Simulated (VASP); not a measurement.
# Sn: Sn into a neighbouring Sn vacancy, part 5 of 5

Wanted: the minimum-energy path in Sn for this move: Sn into a neighbouring Sn vacancy. The start is a computed cell from the Materials Project.

VASP 6.6.1; PBEsol; plane waves and PAW (Sn).

So far. Step 3 (Relax the start): The run ended after 19 ionic steps, 0.346 eV below its first step, once the forces on the free atoms met EDIFFG = -0.05. Step 4 (Relax the end): The run ended after 21 ionic steps, 0.307 eV below its first step, once the forces on the free atoms met EDIFFG = -0.05.

**5. Nudged elastic band (continued)**

Parts of OUTCAR (step 5):

```text
   NELECT =      92.0000    total number of electrons

  tangential force (eV/A)        -0.091605
  left and right image   0.521527  0.522013 A

  tangential force (eV/A)        -0.090563
  left and right image   0.524107  0.524739 A

 E-fermi :   4.7086

 k-point     1 :       0.0000    0.0000    0.0000
  band No.  band energies     occupation
    ...
     42       3.9377      2.00000
     43       4.0856      2.00000
     44       4.3042      2.00092
     45       4.4269      2.02324
     46       4.5173      2.07018
     47       5.2600     -0.00000
     48       5.3786     -0.00000
     49       5.4623     -0.00000
     50       5.5316     -0.00000
     51       5.6245     -0.00000
    ...

 POSITION                                       TOTAL-FORCE (eV/Angst)
 -----------------------------------------------------------------------------------
     -2.81751      8.67239      1.54993        -0.003569     -0.003643      0.009345
      2.98299     -2.94339      1.72676         0.007160      0.001267     -0.014740
     -0.29697      5.77648      3.09442        -0.018679     -0.015691      0.007137
      5.75268      5.79838      2.96682        -0.008481     -0.010872     -0.020268
      3.05174      2.93826      4.71815         0.017722     -0.002477     -0.000937
     -2.75406      2.98317      1.53272        -0.014825      0.003156      0.002721
     -0.06209      5.75211      0.05581         0.008718     -0.012134      0.002326
      5.83021      5.78796     -0.27209         0.003640     -0.015103     -0.022622
      2.88354      2.94719      1.56995         0.012191     -0.000225     -0.004162
      8.70615      2.94058      1.80983         0.000838      0.000413     -0.009530
      5.95112      0.01827      3.13823         0.005285      0.000577      0.005701
      0.07100      2.29911      0.65839        -0.005268      0.084033      0.016555
      2.86141      5.82611     -0.80179         0.010071      0.009387     -0.001436
      2.99624      0.00452      2.44804        -0.000798      0.004032      0.003096
      5.81454      2.83984      0.74041         0.008667     -0.011112     -0.002935
      5.77613     -2.95259      3.94472         0.002520     -0.007552      0.007750
      8.86917     -0.01749      2.39244        -0.001145     -0.004101     -0.009501
     -3.48345      5.78130      2.55345        -0.038622      0.004076      0.007904
      0.11810      8.92271      0.68728        -0.009682     -0.009233     -0.001081
      0.07603      2.88786      3.92203         0.014608     -0.017356      0.016515
      2.73792      5.80626      2.42693        -0.018134      0.002758     -0.000612
      2.93533      0.05308      5.59356         0.002808      0.001753     -0.006174
      6.08040      2.93618      3.99453         0.024974     -0.001953      0.014948
 -----------------------------------------------------------------------------------
    total drift:                                0.022257      0.011728     -0.008173

  FREE ENERGIE OF THE ION-ELECTRON SYSTEM (eV)
  ---------------------------------------------------
  free  energy   TOTEN  =       -97.1586690384 eV

  energy  without entropy=      -97.1644740994  energy(sigma->0) =      -97.16060406

  tangential force (eV/A)        -0.089721
  left and right image   0.526665  0.527444 A

[... 6 parts as in an earlier step ...]

[... 8 further parts left out ...]
```

CONTCAR:

```
Sn
   1.00000000000000
    -5.8266201903999999    5.8266201903999999    3.1687159126000002
     8.7399302855999998   -8.7399302855999998    4.7530738688999996
     5.8266201903999999    5.8266201903999999   -3.1687159126000002
  Sn
    23
Direct
     0.9887708993591133    0.0018587305992324    0.5024247635093854
     0.0198884409580762    0.3522991833870053    0.0033984559850658
     0.9839744706804899    0.3085287704460412    0.4702140956796424
     0.9657194664336087    0.6411983166767534    0.9912312426650477
     0.9966302299654404    0.6709123995050212    0.5140196516300326
     0.4978475774518905    0.0036788927202896    0.0196608738602227
     0.5024130184195239    0.0023191394542691    0.4882784943047107
     0.4537476880746173    0.3049158405463793    0.9969903212070148
     0.5006329885475973    0.3301141586415974    0.5003524253194186
     0.5379182584935407    0.6884529196629405    0.9994412579797016
     0.4967570160454967    0.6705821127566549    0.5122520152480114
     0.3011817308849685    0.0733210154490289    0.2033864145313115
     0.3734391673271258    0.0793525730334376    0.7455022354999977
     0.3866699508309192    0.4289325419989292    0.2575037912810676
     0.3605263352302942    0.4105295233647344    0.7426585743745193
     0.3690762130804501    0.7454093567860574    0.2422963093886164
     0.3760078539657363    0.7590663185578246    0.7595892768705448
     0.8990260789903690    0.0693263128676063    0.1971850635454729
     0.8741327157251122    0.0790550652928256    0.7758190794804646
     0.8666840454505835    0.4169281423402587    0.2543405870255716
     0.8812036933860086    0.4119334402335788    0.7332013995787414
     0.8871784439717805    0.7563416484504141    0.2564445505195885
     0.8822699279132858    0.7680568585643954    0.7737406319063749
```

Images along the path:

```csv
image,path (A),energy (eV),"Sn12: x, y, z (Å)"
0,0.000,0.0000,"0.058, 2.750, 0.702"
1,0.527,0.0192,"0.071, 2.299, 0.658"
2,1.054,0.0551,"0.058, 1.874, 0.558"
3,1.581,0.0677,"0.004, 1.459, 0.388"
4,2.108,0.0553,"-0.049, 1.043, 0.223"
5,2.634,0.0189,"-0.071, 0.622, 0.123"
6,3.159,-0.0029,"-0.051, 0.166, 0.075"
```

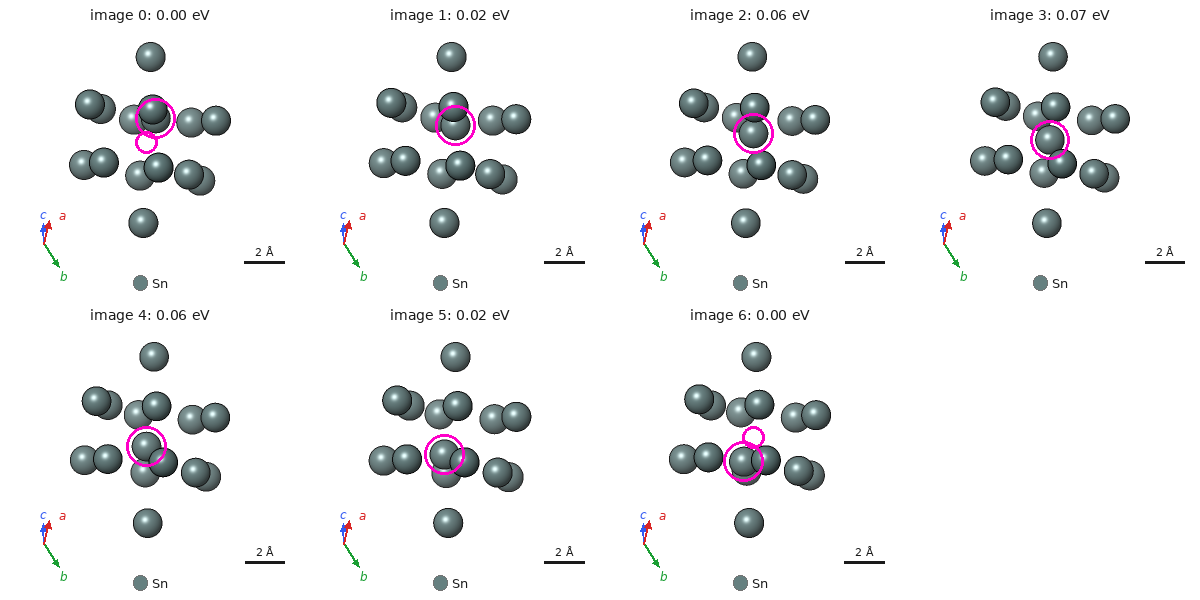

Images along the path; Sn12 is ringed. A ring with no atom in it marks the empty centre.

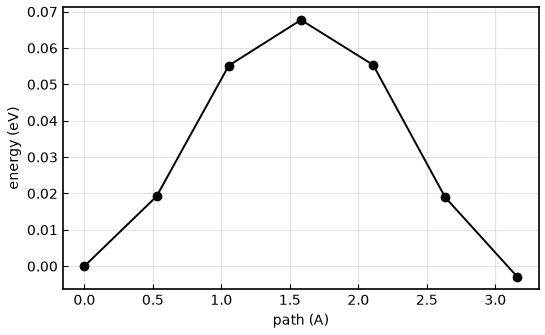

Energy along the path.

Numbers from this step:

| Item | Value |
| --- | --- |
| electronic cycles | 66 |
| path length | 3.159 Å |
| barrier | 0.06771 eV |
| barrier in the reverse direction | 0.07056 eV |
| barrier from a spline through the images | 0.06771 eV |
| reaction energy | -0.002852 eV |

What the program prints for this run, and its count of cycles, belong to image 1; the force that counts for the threshold is the band's, across the path.

**6. Results**

| Quantity | Value |
| --- | --- |
| hop | Sn into a neighbouring Sn vacancy |
| barrier | 0.0677 eV |
| barrier in the reverse direction | 0.0706 eV |
| barrier from a spline through the images | 0.0677 eV |
| reaction energy | -0.00285 eV |
| path length | 3.16 Å |

What this shows: The barrier is 0.07 eV forwards and 0.07 eV backwards. A barrier this low is not resolved by the force threshold of the band. Both ends are alike and an image sits at the midpoint, which is the saddle if the path is symmetric. The band met its force threshold after 15 steps. Cell and mesh are small and were not tested. The band started on a straight line, so other routes may lie lower.

[Lines on the potential files, build, host, timing and source positions are cut from VASP's logs without a mark.]

[Logs are printed without paths, hosts, clocks, repeated set-up lines and the standing remarks that a program may print on its own settings, such as how far it seeks lower states.]

[Hosts, paths, dates, database ids (printed as entryN), source tags and the programs' standing remarks are cut or masked in the printed files.]

[Runs that stopped without an error message from VASP are left out.]
